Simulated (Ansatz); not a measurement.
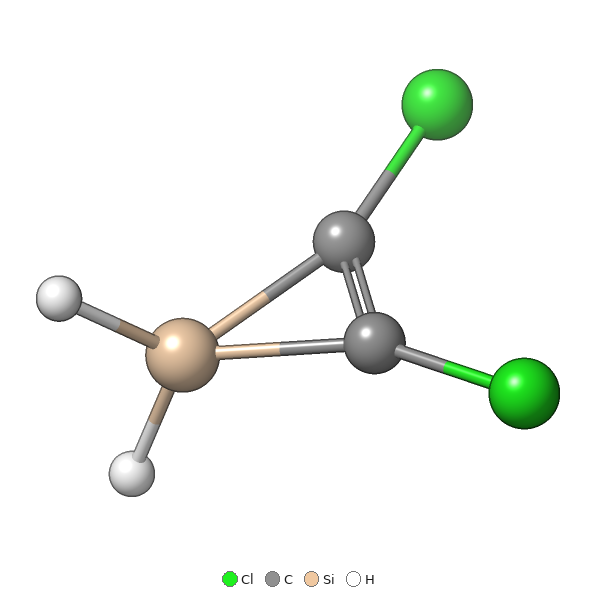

A ball-and-stick model of a molecule.

Computed geometry: PBE0-D4/def2-TZVP optimisation.

Describe the molecule.

It has 7 atoms: 2 carbon, 2 hydrogen, 2 chlorine and 1 silicon (C₂H₂Cl₂Si). Its SMILES string is `ClC1=C(Cl)[SiH2]1`. Independent rings (smallest set): 1 of 3 members. Among its groups: alkene, C–Cl bond, Si–H bond. This geometry has C2v symmetry.

The parts below concern this one geometry. Atoms keep their numbers from picture to picture.

## Geometry

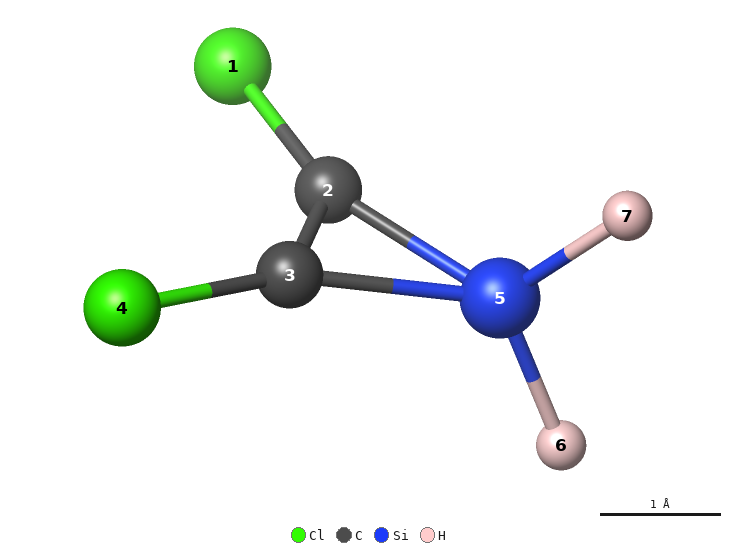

Numbered structure.

Give the bond lengths.

| bond | length (Å) | order |
| --- | --- | --- |
| Cl1–C2 | 1.692 | single |
| C2–C3 | 1.328 | double |
| C2–Si5 | 1.816 | single |
| C3–Cl4 | 1.692 | single |
| C3–Si5 | 1.816 | single |
| Si5–H6 | 1.482 | single |
| Si5–H7 | 1.482 | single |

## Vibrations

Harmonic vibrations computed with RKS PBE0-D4/def2-TZVP (Ansatz 0.2.0) at a stationary point of the same level.

How many vibrational modes are there, and where do they lie?

Answer. 15 modes: 134, 196, 283, 439, 482, 574, 632, 652, 685, 924, 983, 1032, 1668, 2236, 2247 cm⁻¹.

## Dipole moment

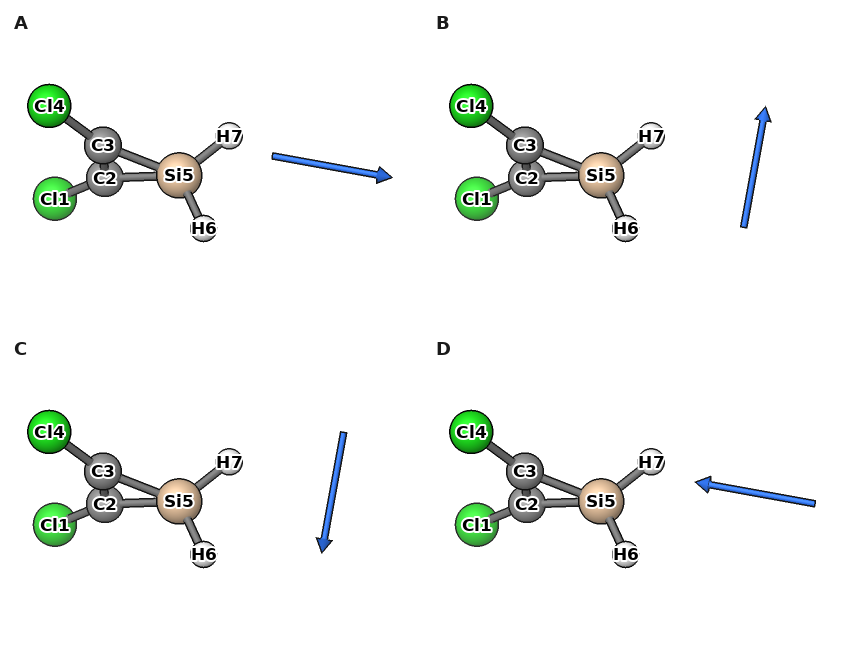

The same molecule four times, each with an arrow. Method: RKS r2SCAN-D4/def2-TZVPP (Ansatz 0.2.0).

Which arrow points along the dipole moment, from the negative to the positive end?

Answer. A. The dipole moment is 1.54 D; it points from the side of Cl1, Cl4 to the side of H6, H7 (the outermost atoms at the two ends).

## Charges

The questions are on Mulliken charges. Method: RKS B3LYP-D4/def2-TZVPP (Ansatz 0.2.0).

List the Mulliken charges.

| atom | value (e) |
| --- | --- |
| Cl1 | −0.05 |
| C2 | −0.05 |
| C3 | −0.05 |
| Cl4 | −0.05 |
| Si5 | 0.31 |
| H6 | −0.06 |
| H7 | −0.06 |

Mulliken values depend strongly on the basis set and can even reverse the polarity of a bond.
